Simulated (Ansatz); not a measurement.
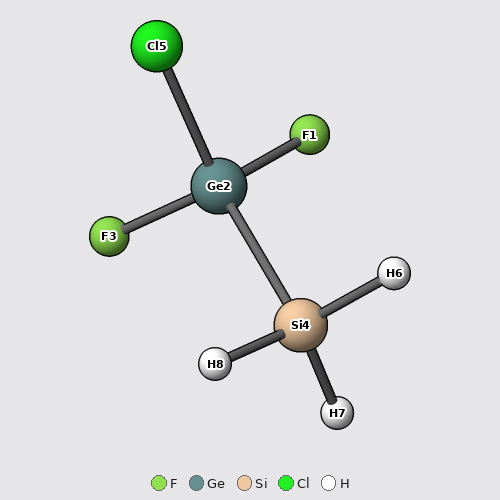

The system is ClF₂GeH₃Si (SMILES [F][Ge]([F])([SiH3])[Cl]) with the probe H2O; the picture shows it without the atoms that are moved over the map. The probe is moved over a plane parallel to the molecule's main plane, 3.89 Å above it. Coordinates scanned: (1) x of the probe's H atom; (2) y of the probe's H atom. Nothing is relaxed (molecule and probe rigid, the probe upright with H nearest the plane). Grid: 13 × 9 points. Points are written as (first, second). All energies are given in kJ/mol relative to the lowest grid point. All numbers below come from Ansatz, RKS PBE-D4/def2-SVPD.

Range: x of the probe's H atom from −4.68 to 4.68 Å; y of the probe's H atom from −3.12 to 3.12 Å.

Question: What will the energy surface look like?

Answer: The lowest grid point is at (−0.78 Å, −1.56 Å). The bottom of the well lies between grid points, at about (−0.64 Å, −1.16 Å), about 0.42 kJ/mol lower on the interpolated surface. The highest grid point, (3.90 Å, −0.78 Å), lies 10.7 kJ/mol above the lowest. Near the minimum the curvatures are about 0.043 and 0.055 eV/Å² along the soft and the stiff direction.

```
y of the probe's H atom ↓, x of the probe's H atom →  −4.68  −3.90  −3.12  −2.34  −1.56  −0.78  0.00  0.78  1.56  2.34  3.12  3.90  4.68
                                                3.12    9.0    8.8    8.7    8.6    8.7    9.2   9.9  10.3  10.4  10.3  10.3  10.4  10.4
                                                2.34    8.6    8.3    7.9    7.6    7.8    8.5   9.5  10.2  10.3  10.1  10.0  10.3  10.4
                                                1.56    8.2    7.7    7.1    6.7    6.8    7.6   8.9   9.9  10.2  10.0  10.1  10.3  10.5
                                                0.78    7.8    7.2    6.4    5.6    5.3    5.9   7.3   8.9   9.9  10.3  10.4  10.5  10.6
                                                0.00    7.5    6.7    5.7    4.3    3.1    2.8   4.1   6.7   9.0  10.2  10.6  10.6  10.6
                                               −0.78    7.4    6.5    5.2    3.3    1.3    0.0   1.0   4.3   7.9  10.0  10.6  10.7  10.6
                                               −1.56    7.4    6.6    5.3    3.4    1.3    0.0   0.9   4.1   7.6   9.7  10.5  10.6  10.6
                                               −2.34    7.7    6.9    5.9    4.6    3.1    2.4   3.3   5.6   8.1   9.7  10.3  10.5  10.5
                                               −3.12    8.0    7.5    6.9    6.2    5.5    5.3   6.1   7.5   8.9   9.9  10.3  10.5  10.4
```

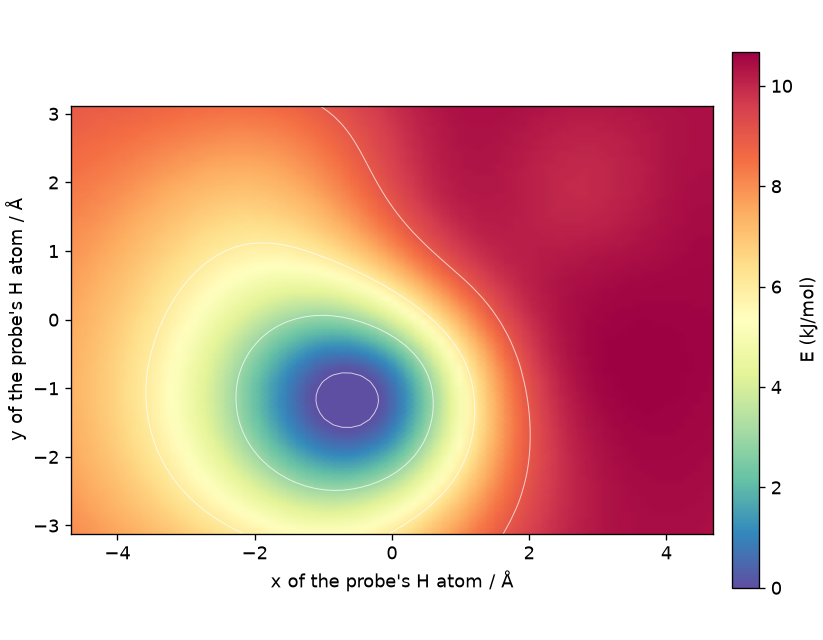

Drawn: a smooth colour map with a few white contour lines. Between grid points the surface is interpolated.

Time for the 117 points that were run: 29 min on 1 thread of Arm Neoverse V2, on a shared host.
